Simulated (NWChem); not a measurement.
# MP2/6-31G(d,p)/LANL2DZ (core potential, spherical functions, symtol 0.001) run of CaO (Calcium monoxide)

We compute the energy of CaO (Calcium monoxide). 

The results are computed with NWChem 7.3.0.

1 further run of the same task is left out (set aside as unsound or not needed).

### Step 1. Starting point

CaO: 2 atoms, total charge 0, spin state singlet. As SMILES, `[O]=[Ca]`. The shape comes from GFN2-xTB, which is rough for such elements, and wasn't checked as a minimum.

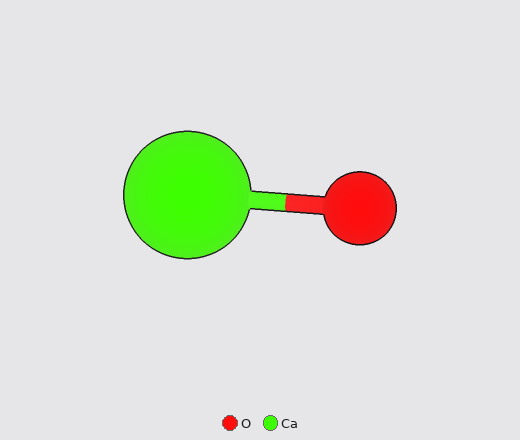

Viewed from a chosen angle; oxygen red, calcium green.

### Step 2. The energy at MP2/6-31G(d,p)/LANL2DZ (core potential, spherical functions, symtol 0.001)

test.nw

```
start test
title "CaO energy"
memory 2200 mb

geometry units angstroms autosym 0.001 noautoz
O        0.000000       0.000000       0.000000
Ca       0.000000       0.000000       1.845680
end

basis spherical bse
* library 6-31G** except Ca
Ca library LANL2DZ
end

ecp bse
Ca library LANL2DZ
end

scf
singlet
rhf
thresh 1e-08
maxiter 60
direct
vectors input hcore
print medium
end

task mp2 energy
```

Launch:

```console
$ nwchem test.nw > test.out
```

Output:

```text
Northwest Computational Chemistry Package (NWChem) 7.3.0
             --------------------------------------------------------

           Job information
           ---------------

    nwchem branch   = 7.3.0
    use scalapack   = T
    input           = test.nw
    prefix          = test.
    data base       = ./test.db
    status          = startup
    nproc           =        1

           Memory information
           ------------------

    heap     =     72089600 doubles =      550.0 Mbytes
    stack    =     72089597 doubles =      550.0 Mbytes
    global   =    144179200 doubles =     1100.0 Mbytes (distinct from heap & stack)
    total    =    288358397 doubles =     2200.0 Mbytes
    verify   = yes
    hardfail = no

           Directory information
           ---------------------

  0 permanent = .
  0 scratch   = .

                                NWChem Input Module
                                -------------------

                                    CaO energy
                                    ----------

 Scaling coordinates for geometry "geometry" by  1.889725989
 (inverse scale =  0.529177249)

 ORDER OF PRIMARY AXIS IS BEING SET TO 4
 C4V symmetry detected

                             Geometry "geometry" -> ""
                             -------------------------

 Output coordinates in angstroms (scale by  1.889725989 to convert to a.u.)

  No.       Tag          Charge          X              Y              Z
 ---- ---------------- ---------- -------------- -------------- --------------
    1 O                    8.0000     0.00000000     0.00000000    -1.31834286
    2 Ca                  20.0000     0.00000000     0.00000000     0.52733714

      Atomic Mass
      -----------

      O                 15.994910
      Ca                39.962590

 Effective nuclear repulsion energy (a.u.)      45.8738025226

            Nuclear Dipole moment (a.u.)
            ----------------------------
        X                 Y               Z
 ---------------- ---------------- ----------------
     0.0000000000     0.0000000000    -0.0000000000

      Symmetry information
      --------------------

 Group name             C4v
 Group number             18
 Group order               8
 No. of unique centers     2

      Symmetry unique atoms

     1    2

            XYZ format geometry
            -------------------
     2
 geometry
 O                     0.00000000     0.00000000    -1.31834286
 Ca                    0.00000000     0.00000000     0.52733714

 ==============================================================================
                                internuclear distances
 ------------------------------------------------------------------------------
       center one      |      center two      | atomic units |  angstroms
 ------------------------------------------------------------------------------
    2 Ca               |   1 O                |     3.48783  |     1.84568
 ------------------------------------------------------------------------------
                         number of included internuclear distances:          1
 ==============================================================================

 Summary of "ao basis" -> "" (spherical)
 ------------------------------------------------------------------------------
       Tag                 Description            Shells   Functions and Types
 ---------------- ------------------------------  ------  ---------------------
 Ca                         LANL2DZ                  6       12   3s3p
 *                          6-31G**                all atoms except Ca

                 ECP       "ecp basis" -> "" (cartesian)
                -----
  [basis functions not shown]

                      Basis "ao basis" -> "ao basis" (spherical)
                      -----
  [basis functions not shown]

 Summary of "ao basis" -> "ao basis" (spherical)
 ------------------------------------------------------------------------------
       Tag                 Description            Shells   Functions and Types
 ---------------- ------------------------------  ------  ---------------------
 Ca                         LANL2DZ                  6       12   3s3p
 O                          6-31G**                  6       14   3s2p1d

                                 NWChem SCF Module
                                 -----------------

                                    CaO energy

  ao basis        = "ao basis"
  functions       =    26
  atoms           =     2
  closed shells   =     9
  open shells     =     0
  charge          =   0.00
  wavefunction    = RHF
  input vectors   = hcore
  output vectors  = ./test.movecs
  use symmetry    = T
  symmetry adapt  = T

 Summary of "ao basis" -> "ao basis" (spherical)
 ------------------------------------------------------------------------------
       Tag                 Description            Shells   Functions and Types
 ---------------- ------------------------------  ------  ---------------------
 Ca                         LANL2DZ                  6       12   3s3p
 O                          6-31G**                  6       14   3s2p1d

      Symmetry analysis of basis
      --------------------------

        a1         12
        a2          0
        b1          1
        b2          1
        e          12

 Forming initial guess at       0.0s

      Non-variational initial energy
      ------------------------------

 Total energy =      22.936901
 1-e energy   =       0.000000
 2-e energy   =       0.000000
 HOMO         =      -8.841619
 LUMO         =      -6.934097

      Symmetry analysis of molecular orbitals - initial
      -------------------------------------------------

 !! scf_movecs_sym_adapt:    2 vectors were symmetry contaminated

  Symmetry fudging

 !! scf_movecs_sym_adapt:    2 vectors were symmetry contaminated

  Numbering of irreducible representations:

     1 a1          2 a2          3 b1          4 b2          5 e

  Orbital symmetries:

     1 a1          2 a1          3 e           4 e           5 a1
     6 a1          7 e           8 e           9 a1         10 a1
    11 e          12 e          13 a1         14 b2         15 b1
    16 e          17 e          18 a1         19 a1

 Starting SCF solution at       0.1s

 ----------------------------------------------
         Quadratically convergent ROHF

 Convergence threshold     :          1.000E-08
 Maximum no. of iterations :           60
 Final Fock-matrix accuracy:          1.000E-10
 ----------------------------------------------

              iter       energy          gnorm     gmax       time
             ----- ------------------- --------- --------- --------
                 1     -104.4890969205  7.19D+00  3.23D+00      0.1
  Setting level-shift to  10.64 to force positive preconditioner
                 2     -110.6506367828  1.79D+00  1.32D+00      0.2
                 3     -110.7669034323  1.02D+00  9.20D-01      0.3
                 4     -110.8147476059  1.18D+00  1.03D+00      0.4
                 5     -110.8469642402  6.94D-01  5.18D-01      0.5
                 6     -110.8654937145  3.60D-01  3.14D-01      0.5
                 7     -110.8696888507  2.87D-01  2.63D-01      0.5
                 8     -110.8726909850  1.51D-01  1.29D-01      0.6
                 9     -110.8751295846  2.79D-01  2.23D-01      0.6
                10     -110.8783988868  2.09D-01  1.24D-01      0.7
                11     -110.8801285995  9.94D-02  6.12D-02      0.7
                12     -110.8808529902  6.60D-03  3.72D-03      0.8
                13     -110.8808626940  5.44D-05  2.93D-05      0.9
                14     -110.8808626949  8.68D-09  4.75D-09      1.1

       Final RHF  results
       ------------------

         Total SCF energy =   -110.880862694917
      One-electron energy =   -210.444548781016
      Two-electron energy =     76.626784824789
 Nuclear repulsion energy =     22.936901261311

        Time for solution =      1.0s

       Symmetry analysis of molecular orbitals - final
       -----------------------------------------------

  Numbering of irreducible representations:

     1 a1          2 a2          3 b1          4 b2          5 e

  Orbital symmetries:

     1 a1          2 a1          3 a1          4 e           5 e
     6 a1          7 e           8 e           9 a1         10 a1
    11 e          12 e          13 a1         14 e          15 e
    16 a1         17 e          18 e          19 a1

             Final eigenvalues
             -----------------

              1
    1  -20.4098
    2   -2.2156
    3   -1.3607
    4   -1.3372
    5   -1.3372
    6   -1.0306
    7   -0.3421
    8   -0.3421
    9   -0.2203
   10   -0.0112
   11    0.0398
   12    0.0398
   13    0.0896
   14    0.1825
   15    0.1825
   16    0.2118
   17    1.3289
   18    1.3289
   19    1.3358

                       ROHF Final Molecular Orbital Analysis
                       -------------------------------------

 Vector    2  Occ=2.000000D+00  E=-2.215586D+00  Symmetry=a1
              MO Center=  2.2D-15, -6.3D-15,  5.5D-01, r^2= 4.5D-01
   Bfn.  Coefficient  Atom+Function         Bfn.  Coefficient  Atom+Function
  ----- ------------  ---------------      ----- ------------  ---------------
    15      1.003250  2 Ca s

 Vector    3  Occ=2.000000D+00  E=-1.360661D+00  Symmetry=a1
              MO Center=  8.8D-17,  2.6D-16,  3.5D-01, r^2= 7.6D-01
   Bfn.  Coefficient  Atom+Function         Bfn.  Coefficient  Atom+Function
  ----- ------------  ---------------      ----- ------------  ---------------
    20      0.924620  2 Ca pz

 Vector    4  Occ=2.000000D+00  E=-1.337177D+00  Symmetry=e
              MO Center= -3.0D-15,  9.6D-16,  5.3D-01, r^2= 5.4D-01
   Bfn.  Coefficient  Atom+Function         Bfn.  Coefficient  Atom+Function
  ----- ------------  ---------------      ----- ------------  ---------------
    18      0.951434  2 Ca px                19     -0.291315  2 Ca py

 Vector    5  Occ=2.000000D+00  E=-1.337177D+00  Symmetry=e
              MO Center=  1.3D-15,  4.3D-15,  5.3D-01, r^2= 5.4D-01
   Bfn.  Coefficient  Atom+Function         Bfn.  Coefficient  Atom+Function
  ----- ------------  ---------------      ----- ------------  ---------------
    19      0.951434  2 Ca py                18      0.291315  2 Ca px

 Vector    6  Occ=2.000000D+00  E=-1.030555D+00  Symmetry=a1
              MO Center= -2.4D-16, -1.7D-15, -1.1D+00, r^2= 8.1D-01
   Bfn.  Coefficient  Atom+Function         Bfn.  Coefficient  Atom+Function
  ----- ------------  ---------------      ----- ------------  ---------------
     6      0.594836  1 O  s                  2      0.471204  1 O  s
    20      0.385470  2 Ca pz                 1     -0.220853  1 O  s

 Vector    7  Occ=2.000000D+00  E=-3.421005D-01  Symmetry=e
              MO Center= -7.0D-16,  1.2D-16, -1.3D+00, r^2= 8.4D-01
   Bfn.  Coefficient  Atom+Function         Bfn.  Coefficient  Atom+Function
  ----- ------------  ---------------      ----- ------------  ---------------
     3      0.592087  1 O  px                 7      0.520650  1 O  px

 Vector    8  Occ=2.000000D+00  E=-3.421005D-01  Symmetry=e
              MO Center=  8.1D-17,  1.1D-15, -1.3D+00, r^2= 8.4D-01
   Bfn.  Coefficient  Atom+Function         Bfn.  Coefficient  Atom+Function
  ----- ------------  ---------------      ----- ------------  ---------------
     4      0.592087  1 O  py                 8      0.520650  1 O  py

 Vector    9  Occ=2.000000D+00  E=-2.203338D-01  Symmetry=a1
              MO Center=  3.7D-17,  5.7D-16, -3.5D-01, r^2= 4.0D+00
   Bfn.  Coefficient  Atom+Function         Bfn.  Coefficient  Atom+Function
  ----- ------------  ---------------      ----- ------------  ---------------
     5      0.464035  1 O  pz                 9      0.454208  1 O  pz
    17      0.426584  2 Ca s                 16      0.298573  2 Ca s

 Vector   10  Occ=0.000000D+00  E=-1.117174D-02  Symmetry=a1
              MO Center=  3.3D-14, -4.7D-15,  7.3D-01, r^2= 6.1D+00
   Bfn.  Coefficient  Atom+Function         Bfn.  Coefficient  Atom+Function
  ----- ------------  ---------------      ----- ------------  ---------------
    17      0.724639  2 Ca s                  9     -0.406374  1 O  pz
     5     -0.348647  1 O  pz                20     -0.292700  2 Ca pz
    26      0.239045  2 Ca pz                23      0.203466  2 Ca pz

 Vector   11  Occ=0.000000D+00  E= 3.980856D-02  Symmetry=e
              MO Center=  9.2D-16, -6.2D-15,  5.4D-01, r^2= 1.4D+01
   Bfn.  Coefficient  Atom+Function         Bfn.  Coefficient  Atom+Function
  ----- ------------  ---------------      ----- ------------  ---------------
    25      1.032725  2 Ca py                24     -0.153682  2 Ca px

 Vector   12  Occ=0.000000D+00  E= 3.980856D-02  Symmetry=e
              MO Center=  6.4D-15,  9.5D-16,  5.4D-01, r^2= 1.4D+01
   Bfn.  Coefficient  Atom+Function         Bfn.  Coefficient  Atom+Function
  ----- ------------  ---------------      ----- ------------  ---------------
    24      1.032725  2 Ca px                25      0.153682  2 Ca py

 Vector   13  Occ=0.000000D+00  E= 8.955282D-02  Symmetry=a1
              MO Center= -5.9D-14,  1.6D-14, -2.0D-01, r^2= 1.5D+01
   Bfn.  Coefficient  Atom+Function         Bfn.  Coefficient  Atom+Function
  ----- ------------  ---------------      ----- ------------  ---------------
    26      1.252564  2 Ca pz                23     -0.470280  2 Ca pz
    17     -0.390347  2 Ca s                  6      0.229645  1 O  s
    16     -0.156777  2 Ca s

 Vector   14  Occ=0.000000D+00  E= 1.825425D-01  Symmetry=e
              MO Center= -3.0D-16, -4.4D-15,  5.6D-01, r^2= 9.8D+00
   Bfn.  Coefficient  Atom+Function         Bfn.  Coefficient  Atom+Function
  ----- ------------  ---------------      ----- ------------  ---------------
    22      1.634793  2 Ca py                25     -1.122748  2 Ca py
    19     -0.377885  2 Ca py                 8     -0.201866  1 O  py

 Vector   15  Occ=0.000000D+00  E= 1.825425D-01  Symmetry=e
              MO Center=  4.9D-15, -3.3D-16,  5.6D-01, r^2= 9.8D+00
   Bfn.  Coefficient  Atom+Function         Bfn.  Coefficient  Atom+Function
  ----- ------------  ---------------      ----- ------------  ---------------
    21      1.634793  2 Ca px                24     -1.122748  2 Ca px
    18     -0.377885  2 Ca px                 7     -0.201866  1 O  px

 Vector   16  Occ=0.000000D+00  E= 2.118233D-01  Symmetry=a1
              MO Center=  3.7D-14, -8.8D-15,  7.0D-01, r^2= 8.3D+00
   Bfn.  Coefficient  Atom+Function         Bfn.  Coefficient  Atom+Function
  ----- ------------  ---------------      ----- ------------  ---------------
    23      1.816810  2 Ca pz                26     -0.933303  2 Ca pz
     6      0.756736  1 O  s                 17     -0.511873  2 Ca s
    20     -0.282211  2 Ca pz                 9      0.204947  1 O  pz

 Vector   17  Occ=0.000000D+00  E= 1.328939D+00  Symmetry=e
              MO Center= -3.4D-16,  1.3D-15, -1.3D+00, r^2= 1.2D+00
   Bfn.  Coefficient  Atom+Function         Bfn.  Coefficient  Atom+Function
  ----- ------------  ---------------      ----- ------------  ---------------
     8     -1.064780  1 O  py                 4      0.983092  1 O  py
    22      0.216529  2 Ca py

 Vector   18  Occ=0.000000D+00  E= 1.328939D+00  Symmetry=e
              MO Center= -1.6D-15, -1.9D-16, -1.3D+00, r^2= 1.2D+00
   Bfn.  Coefficient  Atom+Function         Bfn.  Coefficient  Atom+Function
  ----- ------------  ---------------      ----- ------------  ---------------
     7     -1.064780  1 O  px                 3      0.983092  1 O  px
    21      0.216529  2 Ca px

 Vector   19  Occ=0.000000D+00  E= 1.335826D+00  Symmetry=a1
              MO Center=  4.0D-15, -1.1D-15, -1.3D+00, r^2= 2.0D+00
   Bfn.  Coefficient  Atom+Function         Bfn.  Coefficient  Atom+Function
  ----- ------------  ---------------      ----- ------------  ---------------
     9     -1.010514  1 O  pz                 5      0.980819  1 O  pz
    16     -0.700350  2 Ca s                 15     -0.509453  2 Ca s
    17      0.359719  2 Ca s                 20     -0.203541  2 Ca pz

 center of mass
 --------------
 x =   0.00000000 y =   0.00000000 z =  -0.00043960

 moments of inertia (a.u.)
 ------------------
         138.959297094211           0.000000000000           0.000000000000
           0.000000000000         138.959297094211           0.000000000000
           0.000000000000           0.000000000000           0.000000000000

  Mulliken analysis of the total density
  --------------------------------------

    Atom       Charge   Shell Charges
 -----------   ------   -------------------------------------------------------
    1 O    8     9.09   2.00  0.90  2.71  1.10  2.38  0.00
    2 Ca  10     8.91   2.01  0.18  0.41  5.97  0.24  0.10

       Multipole analysis of the density wrt the origin
       ------------------------------------------------

     L   x y z        total         open         nuclear
     -   - - -        -----         ----         -------
     0   0 0 0     -0.000000      0.000000     18.000000

     1   1 0 0      0.000000      0.000000      0.000000
     1   0 1 0      0.000000      0.000000      0.000000
     1   0 0 1      2.658560      0.000000     -9.965227

     2   2 0 0    -15.437401      0.000000      0.000000
     2   1 1 0     -0.000000      0.000000      0.000000
     2   1 0 1      0.000000      0.000000      0.000000
     2   0 2 0    -15.437401      0.000000      0.000000
     2   0 1 1     -0.000000      0.000000      0.000000
     2   0 0 2    -23.912382      0.000000     59.583450

                   NWChem MP2 Semi-direct Energy/Gradient Module
                   ---------------------------------------------

                                    CaO energy

  Basis functions       =     26
  Molecular orbitals    =     26
  Frozen core           =      0
  Frozen virtuals       =      0
  Active alpha occupied =      9
  Active beta occupied  =      9
  Active alpha virtual  =     17
  Active beta virtual   =     17
  Use MO symmetry       = F
  Use skeleton AO sym   = T

  AO/Fock/Back tols     =   1.0D-09  1.0D-09  1.0D-09

 GA uses MA = F    GA memory limited = T

 Available:
  local mem=  1.26D+08
 global mem=  1.44D+08
 local disk=  0.00D+00
   1 passes of   9:        2097152                       5280                    183790.
   1 passes of   9: M    126151028           G      144177848           F     124053876.

 Semi-direct pass number   1 of   1  for RHF alpha+beta  at        1.1s
 Done moints_semi at        1.2s
 Done maket at        1.2s
 Done multipass loop at        1.2s

          -------------------------------------------
          SCF energy                -110.880862694917
          Correlation energy          -0.277456715676
          Singlet pairs               -0.172285786151
          Triplet pairs               -0.105170929525
          Total MP2 energy          -111.158319410593
          -------------------------------------------

          ---------------------------------------------------
                    Spin Component Scaled (SCS) MP2
          Same spin pairs                     -0.070113953017
          Same spin scaling factor             0.333333333333
          Opposite spin pairs                 -0.207342762660
          Opposite spin scaling fact.          1.200000000000
          SCS-MP2 correlation energy          -0.272182632864
          Total SCS-MP2 energy              -111.153045327780
          ---------------------------------------------------

 -----------------------
 Task  times  cpu:        1.1s     wall:        1.1s
 Total times  cpu:        1.2s     wall:        1.2s
```

Run time: 1.7 s. Hardware: 1 thread of Intel Xeon Platinum 8488C (Sapphire Rapids), shared host; peak memory 0.081 GiB.

### Step 3. What came out

Level: MP2/6-31G**/LANL2DZ (core potential, spherical functions, symtol 0.001).

| quantity | value |
| --- | --- |
| total energy | -111.15832 Eh |
| HOMO energy (Hartree–Fock orbitals) | -6.00 eV |
| LUMO energy (Hartree–Fock orbitals) | -0.30 eV |
| HOMO–LUMO gap (Hartree–Fock orbitals) | 5.69 eV |
| correlation energy | -277.5 mEh |
